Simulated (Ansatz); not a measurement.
**FH2NSi···CH4: density, localisation and related maps**

```xyz
10

Si   -0.0054    0.0288   -1.0719
C     1.2950   -0.0677    1.7183
H     0.4357   -0.7404    1.6864
H     1.9301   -0.3236    2.5761
H     0.9536    0.9689    1.8083
H     1.8844   -0.1755    0.7936
N    -0.8479    1.4705   -0.6506
H    -1.6648    1.5227   -0.0499
H    -0.5507    2.3809   -0.9836
F    -0.9720   -1.0411   -0.2932
```

These are results of Ansatz 0.2.0, RKS B3LYP-D4/6-31G*, not measurements.

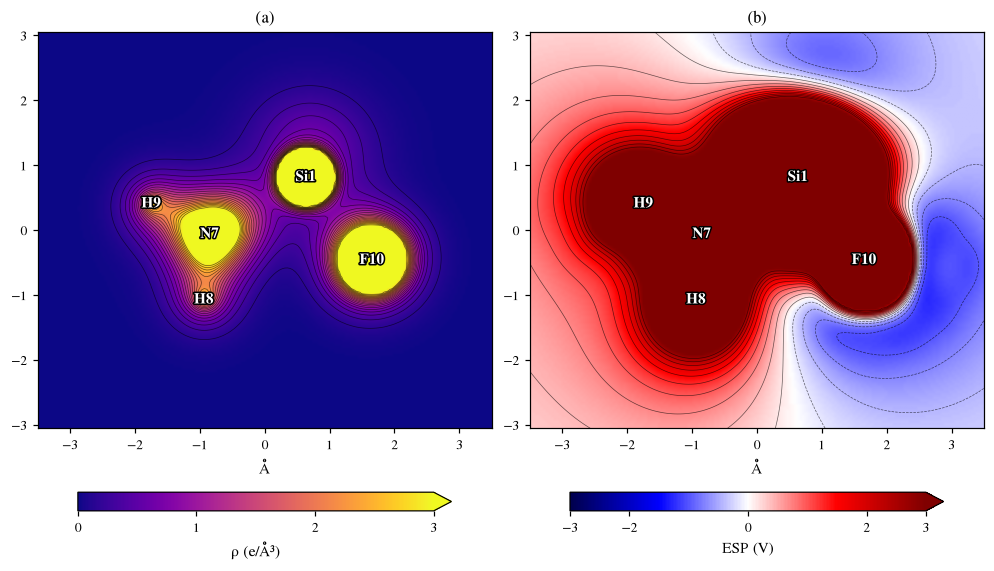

Figure 1. (a) total electron density; (b) molecular electrostatic potential on the plane of atoms N7, Si1 and F10.

What do the fields say about this system?

- The section cuts through Si, N, H and F sites.
- Si–F (1.64 Å): ρ is about 1 e/Å³ halfway.
- Si–N (1.72 Å): ρ is about 1.1 e/Å³ halfway.
- N–H (1.01 Å): ρ is about 2.8 e/Å³ halfway.
- Outside the dense part of the complex the potential is most negative (−1.2 V) near F10.

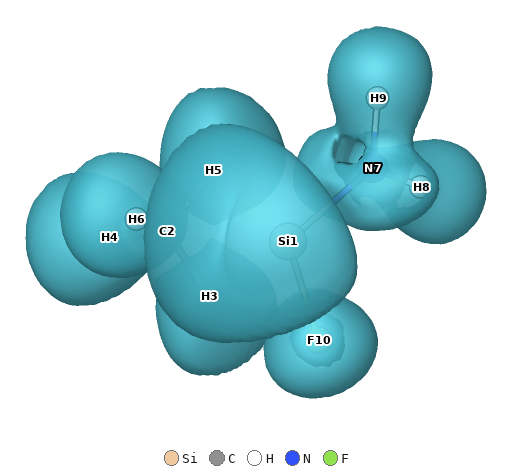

Figure 2. Isosurface of the ELF at 0.75 (cyan), seen at a tilt. Core shells and regions of very low density are left out.

Where are the electrons localised?

The surface consists of four regions around hydrogen nuclei, one lobe on Si, pointing away from the bonds (lone pairs), one region wrapped around F (its lone pairs, merged into a ring or cap) and one joined region spread over several atoms (H, N), in which their bonds and any lone pairs are merged. Profiles from the grid: C2···Si1 (3.08 Å): the ELF dips to about 0.05 between them. Si–F (1.64 Å): the ELF peaks at about 0.80 in the valence shell of F, 0.6 Å from its nucleus, and is about 0.50 at the midpoint.

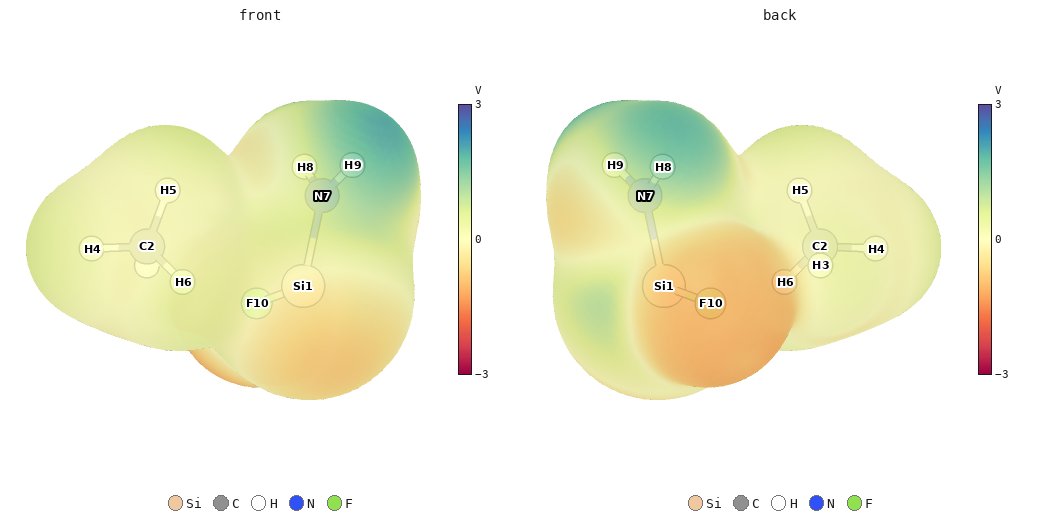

Figure 3. The molecular electrostatic potential painted on the density surface at 0.002 e/bohr³, seen from the front and from behind; red is negative and blue positive.

Describe the electrostatic potential map.

The most negative region (about −1.1 V) lies over F10, the most positive (about +2.0 V) over H9.
